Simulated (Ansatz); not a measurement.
# AlGa₂H+ (doublet): wave-function methods side by side, cc-pVTZ

Aim: climb from Hartree-Fock through coupled cluster for AlGa₂H+ (doublet) at one geometry and basis, and see what each rung misses.

Program: Ansatz 0.2.0, Gaussian basis. Level of theory: cc-pVTZ, core rule «outside noble gas», up to 33 orbitals frozen. These are calculated values, not measurements.

The runs, in order: UHF; CCSD(T) on ROHF; CCSD(T) on UHF; BCCD(T) on ROHF; CCSDT(Q) on ROHF; CCSDT(Q) on UHF.

4 further runs of the same task are left out: 4 set aside as unsound or not needed. Runs told in other sessions of the task aren't counted.

**1. The system**

The geometry is a PBE0/def2-TZVP stationary point (not a proven minimum) of the parent state, kept for this charge and spin. No spin-orbit coupling is included. The filled d shell of Ga may be among the frozen orbitals whatever the setting's name suggests.

4 atoms, charge 1, spin multiplicity 2.

Atoms are counted from 1 here; the program's logs count them from 0.

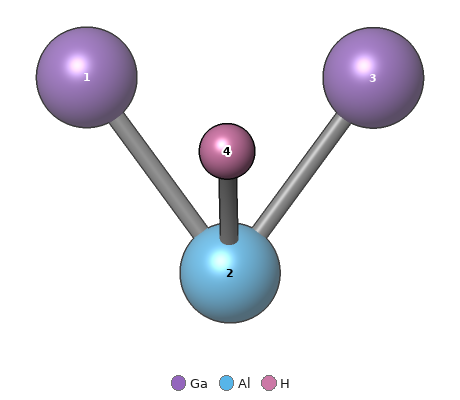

The structure; gallium purple, aluminium blue, hydrogen pink; atoms are numbered from 1 in the order of the file.

Coordinates:

```
Ga   -0.0044    0.3364    1.5090
Al   -0.0226   -1.7250    0.0000
Ga   -0.0044    0.3364   -1.5090
H     1.2155   -0.3558    0.0000
```

In the tables R marks a restricted open-shell determinant and U an unrestricted one; energies count from the table's Hartree-Fock row.

**2. UHF**

in.yaml reads:

```yaml
crystal:
  periodic: [false, false, false]
  atoms:
    - {symbol: Ga, position_ang: [-0.004403, 0.336351, 1.508986]}
    - {symbol: Al, position_ang: [-0.022649, -1.725034, 0.000000]}
    - {symbol: Ga, position_ang: [-0.004403, 0.336351, -1.508986]}
    - {symbol: H, position_ang: [1.215461, -0.355847, 0.000000]}
basis:
  gaussian: {orbitals: cc-pVTZ}
total_charge: 1
magnetization: {spin_polarized: true, initial_magnetization: 1}
hamiltonian: {xc: hf}
output: {orbitals: {seedname: orbitals}}
```

On the command line:

```console
> ansatz run in.yaml --threads 1 --pin off --events-out ev --progress --plain --max-ram 4096MiB --backend cpu
```

Log:

```text
Functional definition: HF
  name "HF"
  cite "Fock, Z. Phys. 61, 126 (1930) doi:10.1007/BF01340294"
  parent pbe
  exchange = exact_x
  correlation = 0
880 factors; integrals over basis functions are off by at most 1.3e-3 eV
mean field evaluation 1: about -111261.2116 eV, gradient 1.1e1 eV
mean field evaluation 2: about -111261.2180 eV, gradient 1.1e1 eV
mean field evaluation 4: about -111262.3674 eV, gradient 1.2e0 eV
mean field evaluation 8: about -111262.4274 eV, gradient 1.9e-1 eV
mean field evaluation 16: about -111262.4337 eV, gradient 7.7e-6 eV
mean field evaluation 32: about -111262.4307 eV, gradient 6.0e-2 eV
mean field evaluation 64: about -111262.4158 eV, gradient 1.7e-1 eV
mean field evaluation 96: about -111260.6347 eV, gradient 5.5e0 eV
mean field evaluation 128: about -111262.2318 eV, gradient 1.3e-1 eV
mean field evaluation 160: about -111262.4323 eV, gradient 6.9e-2 eV
mean field -111262.43368809 eV, -4088.8190216510 hartree, gradient 7.5e-6 eV, S^2 0.860542; 3 other end points of the search recorded, 0 dependent functions left out
reference -111262.43368809 eV, -4088.8190216510 hartree; 38, 37 occupied and 96, 97 virtual orbitals, 880 factors
Total energy: -111262.43368809 eV, -4088.8190216510 hartree
```

Run time: 30 s. Hardware: 1 thread of AMD EPYC 7R13, shared host; peak memory 0.39 GiB.

From the report: ⟨S²⟩ of the determinant 0.861 (pure doublet: 0.75).

**3. CCSD(T) on ROHF**

in.yaml, as its differences from that of step 2:

```diff
@@ -10,4 +10,3 @@
 total_charge: 1
-magnetization: {spin_polarized: true, initial_magnetization: 1}
-hamiltonian: {xc: hf}
-output: {orbitals: {seedname: orbitals}}
+magnetization: {spin_polarized: false, initial_magnetization: 1}
+correlation: {method: ccsd_t, electrons: outside_noble_gas}
```

On the command line:

```console
> ansatz run in.yaml --threads 2 --pin off --events-out ev --progress --plain --max-ram 24576MiB --backend cuda --devices 0, --max-vram 18GiB
```

Log (excerpt; [...] marks lines left out):

```text
Functional definition: HF
  name "HF"
  cite "Fock, Z. Phys. 61, 126 (1930) doi:10.1007/BF01340294"
  parent pbe
[...]
880 factors; integrals over basis functions are off by at most 1.3e-3 eV
[...]
mean field -111262.25631787 eV, -4088.8125034158 hartree, gradient 3.8e-6 eV, S^2 0.750000; 12 other end points of the search recorded, 0 dependent functions left out
[...]
determinant -111262.25631787 eV, -4088.8125034158 hartree, with singles and doubles -111268.08627542 eV, -4089.0267504038 hartree
determinant -111261.85626881 eV, -4088.7978018837 hartree, with singles and doubles -111267.64144554 eV, -4089.0104032074 hartree
determinant -111261.00300476 eV, -4088.7664450084 hartree, with singles and doubles -111266.89800648 eV, -4088.9830823260 hartree
determinant -111259.73035176 eV, -4088.7196758733 hartree, with singles and doubles -111265.71391239 eV, -4088.9395676706 hartree
determinant -111259.36042641 eV, -4088.7060813674 hartree, with singles and doubles -111265.35075836 eV, -4088.9262220061 hartree
determinant -111258.90112635 eV, -4088.6892024016 hartree, with singles and doubles -111264.93780712 eV, -4088.9110463279 hartree
determinant -111262.25631787 eV, -4088.8125034158 hartree, with singles and doubles -111267.93032890 eV, -4089.0210194749 hartree
determinant -111261.85626881 eV, -4088.7978018837 hartree, with singles and doubles -111267.49335291 eV, -4089.0049609035 hartree
[...]
33 core orbitals not correlated: weight in the atoms' cores, before any rotation towards them, 0.999 or more for the frozen orbitals, at most 0.001 for the correlated occupied ones
reference -111262.25631787 eV, -4088.8125034158 hartree; 5, 4 occupied and 96, 97 virtual orbitals, 880 factors
second order -4.82618045 eV of doubles, -0.05643656 eV of singles
cycle   1  -5.67401074 eV  change    2.8e-7 eV  update   2.9e-6
perturbative correction -0.36499301 eV, -0.0134132458 hartree
Total energy: -111268.29532163 eV, -4089.0344327105 hartree
```

It took 18 s on 1 × H100 (card shared with other runs) with 2 threads of AMD EPYC 7R13, shared host; peak host memory 0.84 GiB.

From the report: correlation -6.0390 eV; T1 0.032; largest double amplitude 0.08.

**4. CCSD(T) on UHF**

in.yaml, as its differences from that of step 3:

```diff
@@ -10,3 +10,3 @@
 total_charge: 1
-magnetization: {spin_polarized: false, initial_magnetization: 1}
+magnetization: {spin_polarized: true, initial_magnetization: 1}
 correlation: {method: ccsd_t, electrons: outside_noble_gas}
```

The command is unchanged.

Log (excerpt; [...] marks lines left out):

```text
Functional definition: HF
  name "HF"
  cite "Fock, Z. Phys. 61, 126 (1930) doi:10.1007/BF01340294"
  parent pbe
[...]
880 factors; integrals over basis functions are off by at most 1.3e-3 eV
[...]
mean field -111262.43368809 eV, -4088.8190216510 hartree, gradient 4.8e-6 eV, S^2 0.860542; 18 other end points of the search recorded, 0 dependent functions left out
determinant -111262.43368809 eV, -4088.8190216510 hartree, with singles and doubles -111268.08281525 eV, -4089.0266232449 hartree
determinant -111262.23405554 eV, -4088.8116852901 hartree, with singles and doubles -111267.61390386 eV, -4089.0093910694 hartree
determinant -111261.37625717 eV, -4088.7801617815 hartree, with singles and doubles -111266.85718899 eV, -4088.9815823109 hartree
determinant -111260.17185668 eV, -4088.7359008800 hartree, with singles and doubles -111265.17917300 eV, -4088.9199163607 hartree
[...]
determinant -111259.44783270 eV, -4088.7092934895 hartree, with singles and doubles -111265.21519184 eV, -4088.9212400285 hartree
determinant -111259.09496129 eV, -4088.6963257041 hartree, with singles and doubles -111264.88227362 eV, -4088.9090055098 hartree
determinant -111262.43368809 eV, -4088.8190216510 hartree, with singles and doubles -111267.93980898 eV, -4089.0213678615 hartree
determinant -111262.23405554 eV, -4088.8116852901 hartree, with singles and doubles -111267.49795684 eV, -4089.0051300951 hartree
33 core orbitals not correlated: weight in the atoms' cores, before any rotation towards them, 0.999 or more for the frozen orbitals, at most 0.001 for the correlated occupied ones
reference -111262.43368809 eV, -4088.8190216510 hartree; 5, 4 occupied and 96, 97 virtual orbitals, 880 factors
second order -4.62375372 eV of doubles, -0.00000000 eV of singles
cycle   1  -5.50612166 eV  change   -7.7e-7 eV  update   3.8e-6
perturbative correction -0.35524376 eV, -0.0130549674 hartree
Total energy: -111268.29505350 eV, -4089.0344228571 hartree
```

It took 27 s on 1 × H100 (card shared with other runs) with 2 threads of AMD EPYC 7R13, shared host; peak host memory 0.84 GiB.

From the report: ⟨S²⟩ of the determinant 0.861 (pure doublet: 0.75); correlation -5.8614 eV; T1 0.038; largest double amplitude 0.07.

**5. BCCD(T) on ROHF**

in.yaml, as its differences from that of step 4:

```diff
@@ -10,3 +10,3 @@
 total_charge: 1
-magnetization: {spin_polarized: true, initial_magnetization: 1}
-correlation: {method: ccsd_t, electrons: outside_noble_gas}
+magnetization: {spin_polarized: false, initial_magnetization: 1}
+correlation: {method: bccd_t, electrons: outside_noble_gas}
```

Launched as before.

Log (excerpt; [...] marks lines left out):

```text
Functional definition: HF
  name "HF"
  cite "Fock, Z. Phys. 61, 126 (1930) doi:10.1007/BF01340294"
  parent pbe
[...]
880 factors; integrals over basis functions are off by at most 1.3e-3 eV
[...]
mean field -111262.25631787 eV, -4088.8125034158 hartree, gradient 3.8e-6 eV, S^2 0.750000; 12 other end points of the search recorded, 0 dependent functions left out
[...]
determinant -111262.25631787 eV, -4088.8125034158 hartree, with singles and doubles -111268.08627542 eV, -4089.0267504038 hartree
determinant -111261.85626881 eV, -4088.7978018837 hartree, with singles and doubles -111267.64144554 eV, -4089.0104032074 hartree
determinant -111261.00300476 eV, -4088.7664450084 hartree, with singles and doubles -111266.89800648 eV, -4088.9830823260 hartree
determinant -111259.73035176 eV, -4088.7196758733 hartree, with singles and doubles -111265.71391239 eV, -4088.9395676706 hartree
[...]
determinant -111258.90112635 eV, -4088.6892024016 hartree, with singles and doubles -111264.93780712 eV, -4088.9110463279 hartree
determinant -111262.25631787 eV, -4088.8125034158 hartree, with singles and doubles -111267.93032890 eV, -4089.0210194749 hartree
determinant -111261.85626881 eV, -4088.7978018837 hartree, with singles and doubles -111267.49335291 eV, -4089.0049609035 hartree
[...]
33 core orbitals not correlated: weight in the atoms' cores, before any rotation towards them, 0.999 or more for the frozen orbitals, at most 0.001 for the correlated occupied ones
reference -111262.25631787 eV, -4088.8125034158 hartree; 5, 4 occupied and 96, 97 virtual orbitals, 880 factors
second order -4.82618045 eV of doubles, -0.05643656 eV of singles
cycle   1  -5.66346057 eV  change    1.1e-2 eV  update   9.8e-3
[...]
cycle  12  -5.66046697 eV  change   -7.8e-7 eV  update   9.5e-6
perturbative correction -0.38000300 eV, -0.0139648527 hartree
Total energy: -111268.29678784 eV, -4089.0344865928 hartree
```

Wall time 12 s (1 × H100 (card shared with other runs) with 2 threads of AMD EPYC 7R13, shared host); peak host memory 0.85 GiB.

From the report: correlation -6.0405 eV; largest double amplitude 0.07.

**6. CCSDT(Q) on ROHF**

in.yaml, as its differences from that of step 5:

```diff
@@ -11,2 +11,2 @@
 magnetization: {spin_polarized: false, initial_magnetization: 1}
-correlation: {method: bccd_t, electrons: outside_noble_gas}
+correlation: {method: ccsdt_q, electrons: outside_noble_gas}
```

Launched as before.

Log (excerpt; [...] marks lines left out):

```text
Functional definition: HF
  name "HF"
  cite "Fock, Z. Phys. 61, 126 (1930) doi:10.1007/BF01340294"
  parent pbe
[...]
1670 factors; integrals over basis functions are off by at most 1.8e-7 eV
[...]
mean field -111262.25633526 eV, -4088.8125040546 hartree, gradient 5.3e-6 eV, S^2 0.750000; 12 other end points of the search recorded, 0 dependent functions left out
[...]
determinant -111262.25633526 eV, -4088.8125040546 hartree, with singles and doubles -111268.08631844 eV, -4089.0267519851 hartree
determinant -111261.85628484 eV, -4088.7978024729 hartree, with singles and doubles -111267.64148867 eV, -4089.0104047923 hartree
determinant -111261.00302079 eV, -4088.7664455976 hartree, with singles and doubles -111266.89804900 eV, -4088.9830838884 hartree
determinant -111259.73036856 eV, -4088.7196764906 hartree, with singles and doubles -111265.71395351 eV, -4088.9395691817 hartree
[...]
determinant -111258.90114492 eV, -4088.6892030839 hartree, with singles and doubles -111264.93765793 eV, -4088.9110408453 hartree
determinant -111262.25633526 eV, -4088.8125040546 hartree, with singles and doubles -111267.93033933 eV, -4089.0210198584 hartree
determinant -111261.85628484 eV, -4088.7978024729 hartree, with singles and doubles -111267.49336436 eV, -4089.0049613244 hartree
33 core orbitals not correlated: weight in the atoms' cores, before any rotation towards them, 0.999 or more for the frozen orbitals, at most 0.001 for the correlated occupied ones
reference -111262.25633526 eV, -4088.8125040546 hartree; 5, 4 occupied and 96, 97 virtual orbitals, 1670 factors
second order -4.82621201 eV of doubles, -0.05643658 eV of singles
cycle   1  -5.37270432 eV  change   -4.9e-1 eV  update   1.2e-1
[...]
cycle  21  -6.08398424 eV  change    1.0e-6 eV  update   6.2e-7
perturbative correction -0.03043853 eV, -0.0011185955 hartree
Total energy: -111268.37075803 eV, -4089.0372049471 hartree
```

Wall time 29 s (1 × H100 (card shared with other runs) with 2 threads of AMD EPYC 7R13, shared host); peak host memory 1.1 GiB.

From the report: correlation -6.1144 eV; T1 0.033; largest double amplitude 0.09.

**7. CCSDT(Q) on UHF**

in.yaml, as its differences from that of step 6:

```diff
@@ -10,3 +10,3 @@
 total_charge: 1
-magnetization: {spin_polarized: false, initial_magnetization: 1}
+magnetization: {spin_polarized: true, initial_magnetization: 1}
 correlation: {method: ccsdt_q, electrons: outside_noble_gas}
```

Same command.

Log (excerpt; [...] marks lines left out):

```text
Functional definition: HF
  name "HF"
  cite "Fock, Z. Phys. 61, 126 (1930) doi:10.1007/BF01340294"
  parent pbe
[...]
1670 factors; integrals over basis functions are off by at most 1.8e-7 eV
[...]
mean field -111262.43370551 eV, -4088.8190222913 hartree, gradient 6.1e-6 eV, S^2 0.860542; 18 other end points of the search recorded, 0 dependent functions left out
determinant -111262.43370551 eV, -4088.8190222913 hartree, with singles and doubles -111268.08285664 eV, -4089.0266247660 hartree
determinant -111262.23407262 eV, -4088.8116859180 hartree, with singles and doubles -111267.61394421 eV, -4089.0093925520 hartree
determinant -111261.37627471 eV, -4088.7801624263 hartree, with singles and doubles -111266.85721081 eV, -4088.9815831125 hartree
determinant -111260.17187523 eV, -4088.7359015614 hartree, with singles and doubles -111265.17918353 eV, -4088.9199167474 hartree
[...]
determinant -111259.09498025 eV, -4088.6963264010 hartree, with singles and doubles -111264.88237205 eV, -4088.9090091268 hartree
determinant -111262.43370551 eV, -4088.8190222913 hartree, with singles and doubles -111267.93981910 eV, -4089.0213682336 hartree
determinant -111262.23407262 eV, -4088.8116859180 hartree, with singles and doubles -111267.49796718 eV, -4089.0051304751 hartree
33 core orbitals not correlated: weight in the atoms' cores, before any rotation towards them, 0.999 or more for the frozen orbitals, at most 0.001 for the correlated occupied ones
reference -111262.43370551 eV, -4088.8190222913 hartree; 5, 4 occupied and 96, 97 virtual orbitals, 1670 factors
second order -4.62378384 eV of doubles, -0.00000000 eV of singles
cycle   1  -5.14336973 eV  change   -5.2e-1 eV  update   1.2e-1
[...]
cycle  21  -5.91054496 eV  change    9.4e-7 eV  update   7.9e-7
perturbative correction -0.03177116 eV, -0.0011675687 hartree
Total energy: -111268.37602163 eV, -4089.0373983809 hartree
```

It took 35 s on 1 × H100 (card shared with other runs) with 2 threads of AMD EPYC 7R13, shared host; peak host memory 1 GiB.

From the report: ⟨S²⟩ of the determinant 0.861 (pure doublet: 0.75); correlation -5.9423 eV; T1 0.040; largest double amplitude 0.08.

**8. All levels against the top one**

The yardstick is UCCSDT(Q), where the cluster series has nearly closed. Rows without a time are mean-field rows or come out of runs for another level: lower rungs of the coupled-cluster runs, or the Hartree-Fock search.

Differences are taken before rounding.

| method | energy from the lowest ROHF (kJ/mol) | from UCCSDT(Q) (kJ/mol) | time |
| --- | --- | --- | --- |
| ROHF | 0.0 | +590.5 |  |
| UHF | -17.1 | +573.3 |  |
| RMP2 | -471.1 | +119.4 |  |
| UMP2 | -463.2 | +127.2 |  |
| RCCSD | -547.5 | +43.0 |  |
| UCCSD | -548.4 | +42.1 |  |
| RCCSD(T) | -582.7 | +7.8 | 18 s |
| UCCSD(T) | -582.6 | +7.8 | 27 s |
| BCCD(T) | -582.8 | +7.6 | 12 s |
| RCCSDT | -587.0 | +3.4 |  |
| UCCSDT | -587.4 | +3.1 |  |
| RCCSDT(Q) | -590.0 | +0.5 | 29 s |
| UCCSDT(Q) | -590.5 | 0 | 35 s |

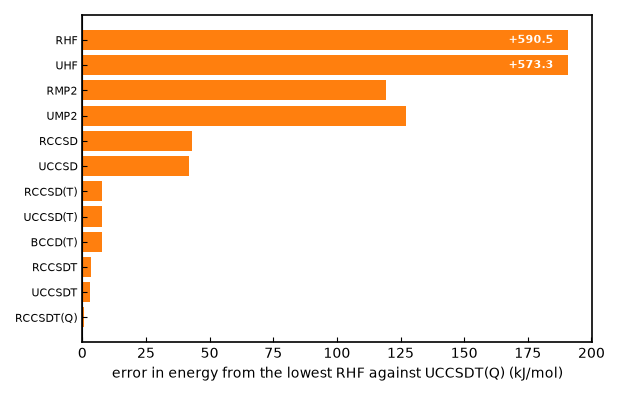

How far each level lands from UCCSDT(Q). Bars with a number in them are cut short.

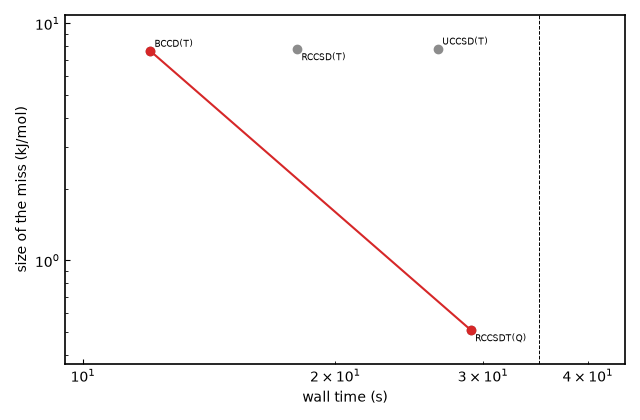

Accuracy for the time spent; red marks the levels that beat every quicker one drawn (of those quicker than the yardstick), and the dashed line is the time of UCCSDT(Q). Times are from a shared host.

**9. Results**

| quantity | value |
| --- | --- |
| UCCSDT(Q) from the ROHF energy | -6.1197 eV |
| RMP2 from UCCSDT(Q) | +119.4 kJ/mol |
| UMP2 from UCCSDT(Q) | +127.2 kJ/mol |
| RCCSD from UCCSDT(Q) | +43.0 kJ/mol |
| RCCSD(T) from UCCSDT(Q) | +7.8 kJ/mol |
| UCCSD(T) from UCCSDT(Q) | +7.8 kJ/mol |
| RCCSDT(Q) from UCCSDT(Q) | +0.5 kJ/mol |
| levels within 1 kcal/mol (43 meV) | RCCSDT, UCCSDT, RCCSDT(Q) |
| T1 diagnostic | 0.032 |

In words: RCCSD(T) misses by +7.8 kJ/mol, 1.3 % of the correlation energy. These misses are within one basis, not against nature; the frozen cores of restricted and unrestricted runs differ, which can shift their rows.

RCCSDT(Q) reaches 0.5 kJ/mol from the reference in 29 s, where UCCSDT(Q) took 35 s; the quickest level in the cost chart, BCCD(T), takes 12 s and misses by 7.6 kJ/mol.
